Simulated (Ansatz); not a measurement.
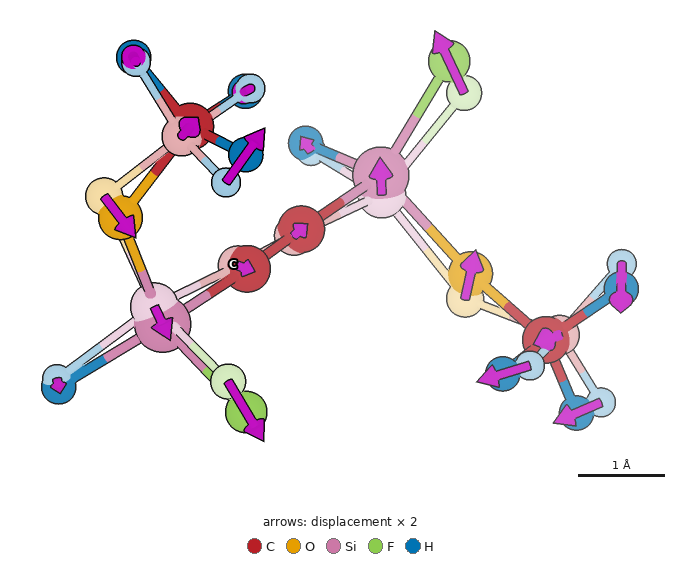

A relaxation of C₄H₈F₂O₂Si₂ (coarse preliminary run). The starting structure is drawn faded, the final one solid; purple arrows show the displacements, 2 times their true length. The two geometries are superimposed by the best rigid fit.

A ball-and-stick model, seen from a free direction.

The start comes from a force field.

Computed with Ansatz 0.2.0, RKS PBE-D4/def2-SVP. (force threshold 0.03 eV/Å; at most 200 steps)

### Describe the change and its energy.

After 7 geometry steps the energy has fallen by 57.4 kJ/mol. The largest force component goes from 3.1 to 0.029 eV/Å. The forces were under the threshold at step 5, but the run went on from there. The largest moves after the best rigid fit, 0.44 Å, are those of F and H atoms. Largest moves by element: F 0.44 Å, H 0.44 Å, O 0.33 Å, Si 0.24 Å, C 0.23 Å. Near-neighbour distances that change, for instance: F–Si 1.541 → 1.636 Å, C–O 1.358 → 1.423 Å, C–H 1.067 → 1.109 Å, C–H 1.151 → 1.113 Å. Among the angles between lasting bonds that change: C–O–Si 116.0° → 125.8°, Si–O–C 117.5° → 125.9°, H–C–H 100.6° → 108.5°. Groups turn about O–Si by about 25°, O–Si by about 20°. The run took about 50 s of wall time on a shared GPU.
